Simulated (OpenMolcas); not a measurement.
# Single-point calculation of SiO

- system: SiO, SMILES O=[Si]
- method: PBE/STO-3G, RKS (OpenMolcas 26.06)

A bond length was changed on purpose from its optimised value.

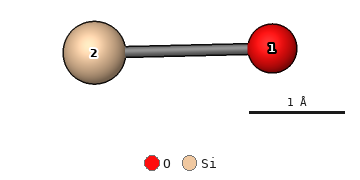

*The structure (ball-and-stick view, seen at an oblique angle; atoms are numbered from 1 in the order of the input).*

The input:
```
* OSi Kohn-Sham DFT
>>> EXPORT MOLCAS_PRINT=2

&GATEWAY
 BasLib=$CurrDir
 BasisSet
 O.STO-3G....
 O1 -0.961042 0.347247 -0.485996 angstrom
 End of Basis
 BasisSet
 Si.STO-3G....
 Si2 0.640700 -0.231500 0.324000 angstrom
 End of Basis

&SEWARD
 GridInput
 Grid=UltraFine
 End of Grid

&SCF
 KSDFT=PBE
 Thresholds=1e-10 1e-07 1e-07 1e-05
 PrOrbitals=1 1
```

Run as:
```bash
export MOLCAS_MEM=1860
pymolcas mol.input > mol.log
```

Log:
```
--- Start Module: gateway ---

                                              &GATEWAY

                       available to each process: 1.9 GB of memory, 1 thread

 Basis Set     1 Label: O.STO-3G....
 Basis set is read from library:.
 basistype.tbl is not found

 Basis Set     2 Label: SI.STO-3G....
 Basis set is read from library:.
 basistype.tbl is not found

++    Symmetry information:
      ---------------------

                    Character Table for C1

                             E
                    a        1  x, y, xy, Rz, z, xz, Ry, yz, Rx, I
--

++    Basis set information:
      ----------------------

      Basis set label: O.STO-3G.........

      Electronic valence basis set:
      ------------------
      Associated Effective Charge   8.000000 au
      Associated Actual Charge      8.000000 au
      Nuclear Model: Point charge

      Shell  nPrim  nBasis  Cartesian Spherical Contaminant
         s       6       2        X
         p       3       1        X

      Basis set label: SI.STO-3G.........

      Electronic valence basis set:
      ------------------
      Associated Effective Charge  14.000000 au
      Associated Actual Charge     14.000000 au
      Nuclear Model: Point charge

      Shell  nPrim  nBasis  Cartesian Spherical Contaminant
         s       9       3        X
         p       6       2        X
--

++    Molecular structure info:
      -------------------------

                    ************************************************
                    **** Cartesian Coordinates / bohr, angstrom ****
                    ************************************************

     Center  Label                x              y              z                     x              y              z
        1      O1              -1.816106       0.656202      -0.918399             -0.961042       0.347247      -0.485996
        2      SI2              1.210748      -0.437472       0.612271              0.640700      -0.231500       0.324000
--

            Nuclear Potential Energy             31.42682307 au

--- Stop Module: gateway /rc=_RC_ALL_IS_WELL_ ---

--- Start Module: seward ---

                                              &SEWARD

                       available to each process: 1.9 GB of memory, 1 thread

               SEWARD will generate:
                  Multipole Moment integrals up to order  2
                  Kinetic Energy integrals
                  Nuclear Attraction integrals (point charge)
                  One-Electron Hamiltonian integrals
                  Velocity integrals
                  Orbital angular momentum around (  0.1097  -0.0396   0.0555 )
                  Velocity quadrupole around (  0.1097  -0.0396   0.0555 )
                  Two-Electron Repulsion integrals

                   Integrals are discarded if absolute value <: 1.00E-14
                   Integral cutoff threshold is set to       <: 1.00E-16

            Nuclear Potential Energy             31.42682307 au

      Basis set specifications :
      Symmetry species         a
      Basis functions           14

--- Stop Module: seward /rc=_RC_ALL_IS_WELL_ ---

--- Start Module: scf ---

                                                &SCF

                       available to each process: 1.9 GB of memory, 1 thread

 ###############################################################################
 ###     Minimized-density-differences option turned off!                    ###
 ###############################################################################
++    Input section:
      --------------

      Header of the integral files:

      Cartesian coordinates in angstrom:
      -----------------------------------------------------
      No.  Label        X            Y            Z
      -----------------------------------------------------
       1   O1        -0.96104200   0.34724700  -0.48599600
       2   SI2        0.64070000  -0.23150000   0.32400000
      -----------------------------------------------------
      Nuclear repulsion energy =   31.42682307
--

++    Orbital specifications:
      -----------------------

      Symmetry species               1
                                     a
      Frozen orbitals                0
      Occupied orbitals             11
      Secondary orbitals             3
      Deleted orbitals               0
      Total number of orbitals      14
      Number of basis functions     14
--

      Molecular charge                           0.000

      Numerical integration parameters
      --------------------------------
      Radial quadrature type:                         MHL
      Size of radial grid:                            99
      Lebedev angular grid:                           41
      Angular grid pruned with the crowding factor:  1.00E+10
                                 and fading factor:  1.00E+01
      Screening threshold for integral computation:   1.00E-11
      Radial quadrature accuracy:                     1.00E-25
      Maximum batch size:                             128
      AO values are stored on disk
      The same grid will be used for all iterations.

      DFT functional specifications
      -----------------------------
      Using Libxc version: 6.2.2
      Please cite the following reference:
      S. Lehtola, C. Steigemann, M. J.T. Oliveira, and M. A.L. Marques.,  SoftwareX 7, 1–5 (2018) doi:10.1016/j.softx.2017.11.002

      * Perdew, Burke & Ernzerhof
        - J. P. Perdew, K. Burke, and M. Ernzerhof.,  Phys. Rev. Lett. 77, 3865 (1996) doi:10.1103/PhysRevLett.77.3865
        - J. P. Perdew, K. Burke, and M. Ernzerhof.,  Phys. Rev. Lett. 78, 1396 (1997) doi:10.1103/PhysRevLett.78.1396
      * Perdew, Burke & Ernzerhof
        - J. P. Perdew, K. Burke, and M. Ernzerhof.,  Phys. Rev. Lett. 77, 3865 (1996) doi:10.1103/PhysRevLett.77.3865
        - J. P. Perdew, K. Burke, and M. Ernzerhof.,  Phys. Rev. Lett. 78, 1396 (1997) doi:10.1103/PhysRevLett.78.1396

++    Optimization specifications:
      ----------------------------

      SCF Algorithm: Conventional
      D(i)-D(i-1) density differences are used
      Number of density matrices in core                 5
      Maximum number of NDDO SCF iterations            400
      Maximum number of HF SCF iterations              400
      Threshold for SCF energy change             1.00E-10
      Threshold for density matrix                1.00E-07
      Threshold for Fock matrix                   1.00E-07
      Threshold for linear dependence             1.00E-09
      Threshold at which DIIS is turned on        1.50E-01
      Maximum depth in the DIIS procedure                5
      Maximum depth in the BFGS Hessian update          30
      Threshold at which QNR/C2DIIS is turned on  7.50E-02
      Threshold for Norm(delta) (QNR/C2DIIS)      1.00E-05
      All orbitals punched on: SCFORB
--

      Input vectors read from INPORB
      Orbital file label: *Guess orbitals

++ Convergence information
                                   PBE        iterations: Energy and convergence statistics

Iter     Tot. PBE        One-elec.       Two-elec.     Energy      Max Dij or  Max Fij      DNorm      TNorm      AccCon     Time
         Energy          Energy          Energy        Change      Delta Norm                                                in Sec.
   1  -359.034427963  -597.635523839   207.174272807   0.00E+00    6.19E-01*   2.61E-01*    7.30E+00   7.24E+01   None         0.
   2  -353.610540271  -591.333823213   206.296459873   5.42E+00*   5.29E-01*   1.24E-01*    5.95E+00   7.36E+01   EDIIS        0.
   3  -358.764724766  -592.695639836   202.504092001  -5.15E+00*   1.59E-01*   6.15E-02*    3.46E+00   7.27E+01   EDIIS        0.
   4  -359.928786504  -595.191560459   203.835950886  -1.16E+00*   3.50E-01*   2.79E-02*    1.18E+00   7.23E+01   EDIIS        0.
   5  -359.815302804  -594.016295803   202.774169930   1.13E-01*   7.42E-02*   1.56E-02*    1.00E+00   7.25E+01   EDIIS        0.
   6  -359.983420479  -594.665350705   203.255107156  -1.68E-01*   3.67E-02*   5.23E-03*    2.35E-01   7.24E+01   c2DIIS       0.
   7  -359.986496547  -594.863875792   203.450556176  -3.08E-03*   2.97E-01*   2.10E-02*    1.05E-01   7.24E+01   QNRc2DIIS    0.
   8  -359.735118977  -593.843936160   202.681994114   2.51E-01*   2.79E-01*   3.07E-01*    1.05E+00   7.25E+01   QNRc2DIIS    0.
   9  -359.987962672  -594.800927098   203.386141357  -2.53E-01*   3.20E-03*   3.17E-03*    9.86E-01   7.24E+01   QNRc2DIIS    0.
  10  -359.987994582  -594.795901147   203.381083496  -3.19E-05*   1.15E-03*   1.71E-03*    1.44E-02   7.24E+01   QNRc2DIIS    0.
  11  -359.988001483  -594.793574028   203.378749475  -6.90E-06*   9.63E-04*   1.10E-03*    4.81E-03   7.24E+01   QNRc2DIIS    0.
  12  -359.987995903  -594.795356144   203.380537172   5.58E-06*   3.04E-03*   1.61E-03*    4.08E-03   7.24E+01   QNRc2DIIS    0.
  13  -359.988006360  -594.789701441   203.374872012  -1.05E-05*   6.40E-06    2.19E-06*    1.29E-02   7.24E+01   QNRc2DIIS    0.
  14  -359.988006360  -594.789711112   203.374881682  -2.78E-11    7.06E-07    3.08E-07*    2.82E-05   7.24E+01   QNRc2DIIS    0.
  15  -359.988006360  -594.789710821   203.374881392  -5.12E-13    9.00E-09    1.08E-08     3.09E-06   7.24E+01   QNRc2DIIS    0.

       Convergence after  15 Iterations
--

 *****************************************************************************************************************************
 *                                             SCF/KS-DFT Program, Final results                                             *
 *                                                       Final Results                                                       *
 *****************************************************************************************************************************

::    Total KS-DFT energy                            -359.9880063599
      One-electron energy                            -594.7897108215
      Two-electron energy                             203.3748813923
      Nuclear repulsion energy                         31.4268230693
      Kinetic energy (interpolated)                   355.0681689939
      Virial theorem                                    1.0138560361
      Total spin, S(S+1)                                0.0000000000
      Total spin, S                                     0.0000000000
      Max non-diagonal density matrix element           0.0000000073
      Max non-diagonal Fock matrix element              0.0000000012

      All orbitals with orbital energies smaller than  E(LUMO)+0.5 are printed

++    Molecular orbitals:
      -------------------

      Title: RKS-DFT orbitals

      Molecular orbitals for symmetry species 1: a

          Orbital            1         2         3         4         5         6         7         8         9        10
          Energy          -64.5369  -18.3843   -4.7630   -3.1252   -3.1252   -3.1202   -0.6811   -0.2812   -0.0983   -0.0731
          Occ. No.          2.0000    2.0000    2.0000    2.0000    2.0000    2.0000    2.0000    2.0000    2.0000    2.0000

          Orbital           11        12        13        14
          Energy           -0.0731    0.0503    0.0503    0.2331
          Occ. No.          2.0000    0.0000    0.0000    0.0000

--

++    Molecular charges:
      ------------------

      Mulliken charges per centre and basis function type
      ---------------------------------------------------

                O1      SI2
      1s       3.9725  5.9363
      2px      1.3868  2.6790
      2pz      1.4387  2.5781
      2py      1.4475  2.5611
      Total    8.2455 13.7545

      N-E     -0.2455  0.2455

      Total electronic charge=   22.000000

      Total            charge=   -0.000000
--

++    Molecular properties:
      ---------------------

      Charge (e):
                      =   -0.0000
      Dipole Moment (debye):
      Origin of the operator (angstrom)=    0.0581   -0.0210    0.0294
                   X=  1.3082E+00               Y= -4.7269E-01               Z=  6.6156E-01           Total=  1.5403E+00
      Quadrupole Moment (debye*angstrom):
      Origin of the operator (angstrom)=    0.0581   -0.0210    0.0294
                  XX= -1.6136E+01              XY=  9.2739E-01              XZ= -1.2979E+00              YY= -1.3904E+01
                  YZ=  4.6898E-01              ZZ= -1.4225E+01
      In traceless form (debye*angstrom)
                  XX= -2.0709E+00              XY=  1.3911E+00              XZ= -1.9469E+00              YY=  1.2764E+00
                  YZ=  7.0347E-01              ZZ=  7.9450E-01
--

--- Stop Module: scf /rc=_RC_ALL_IS_WELL_ ---
--- Module scf spent 1 second ---

.##################.
.# Happy landing! #.
.##################.

    Timing: Wall=2.51 User=1.92 System=0.51
```

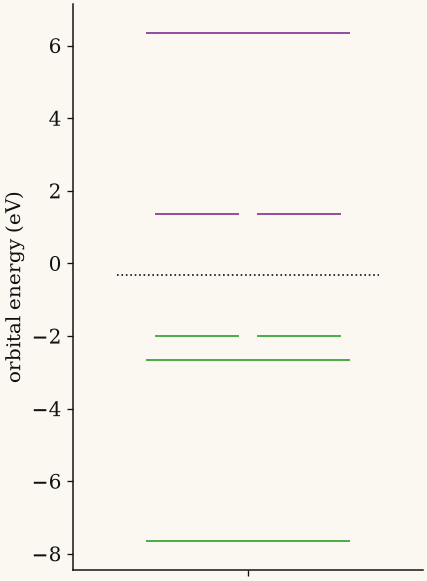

*Orbital energies near the frontier; the dotted line parts filled from empty levels, and levels within 0.02 eV of each other stand side by side.*

Highest filled −1.99 eV, lowest empty 1.37 eV, 3.36 eV apart.

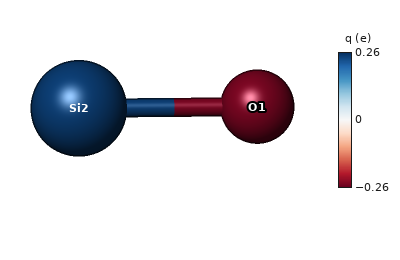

*Mulliken charges, as the colour of each atom (ball-and-stick view, seen on its broad side; atoms are numbered from 1 in the order of the input).*

By element: O −0.25 and Si +0.25 e.

Key numbers:

- outcome: converged
- total energy: −359.988006 hartree
- basis functions: 14
- HOMO: −1.99 eV
- LUMO: 1.37 eV
- dipole moment: 1.54 debye
- hardware: 1 thread of Intel Xeon (Sapphire Rapids), 64 GiB of memory available, shared host
- wall time: 2.7 s
- peak memory: 0.37 GiB
